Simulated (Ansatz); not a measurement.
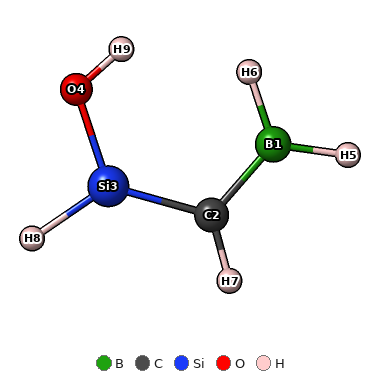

The system is CH5BOSi, SMILES BC=[SiH]O; the picture shows the reference structure. 
- First axis: umbrella angle at B1 (between each of its bonds and their common axis; 90 is planar). Second axis: change of the bonds B1–C2, B1–H5, B1–H6, all alike.
- Nothing is relaxed (all other coordinates rigid).
- The scan uses a 9 × 9 grid; 45 points were computed and 36 follow by symmetry.
- Points are written as (first, second).
- Energies are in kJ/mol, from the lowest grid point.
- Theory: RKS PBE0-D4/def2-SVP (Ansatz).

Its coordinates:

```yaml
atoms:
  - { symbol: B, position_ang: [-0.1653, 1.1433, -0.8940] }
  - { symbol: C, position_ang: [0.4570, -0.2242, -0.8726] }
  - { symbol: Si, position_ang: [0.2649, -1.0992, 0.5980] }
  - { symbol: O, position_ang: [-0.5320, -0.5222, 1.9077] }
  - { symbol: H, position_ang: [-0.1122, 1.8749, -1.8583] }
  - { symbol: H, position_ang: [-0.7605, 1.5724, 0.0864] }
  - { symbol: H, position_ang: [1.0001, -0.6603, -1.7165] }
  - { symbol: H, position_ang: [0.7393, -2.4526, 0.9686] }
  - { symbol: H, position_ang: [-0.8913, 0.3678, 1.7808] }
```

Range: umbrella angle at B1 (between each of its bonds and their common axis; 90 is planar) from 66 to 114°; change of the bonds B1–C2, B1–H5, B1–H6, all alike from −0.144 to 0.223 Å.

> What will the energy surface look like?

The lowest grid point is at (90°, −0.007 Å). No other kind of well shows on this grid. The highest grid point, (66°, −0.144 Å), lies 255 kJ/mol above the lowest. Round the minimum the two coordinates are nearly uncoupled.

| second ↓, first → | 66 | 72 | 78 | 84 | 90 | 96 | 102 | 108 | 114 |
| --- | --- | --- | --- | --- | --- | --- | --- | --- | --- |
| 0.223 | 253 | 202 | 165 | 142 | 135 | 142 | 165 | 202 | 253 |
| 0.177 | 213 | 160 | 122 | 98 | 91 | 98 | 122 | 160 | 213 |
| 0.131 | 181 | 125 | 85 | 61 | 53 | 61 | 85 | 125 | 181 |
| 0.085 | 156 | 98 | 57 | 32 | 24 | 32 | 57 | 98 | 156 |
| 0.039 | 142 | 82 | 39 | 14 | 5 | 14 | 39 | 82 | 142 |
| −0.007 | 141 | 79 | 35 | 9 | 0 | 9 | 35 | 79 | 141 |
| −0.053 | 157 | 94 | 48 | 21 | 12 | 21 | 48 | 94 | 157 |
| −0.098 | 193 | 127 | 80 | 52 | 43 | 52 | 80 | 127 | 193 |
| −0.144 | 255 | 187 | 139 | 110 | 100 | 110 | 139 | 187 | 255 |

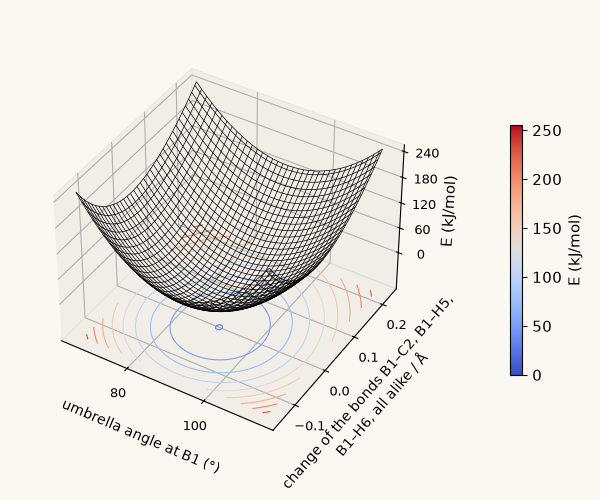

Drawn: a relief with its contours projected below, any walls above the top of the colour scale cut off. Between grid points the surface is interpolated.

Time for the 45 points that were run: 11 min on 1 thread of Intel(R) Xeon(R) Processor @ 2.50GHz (Skylake/Cascade Lake) (shared host).
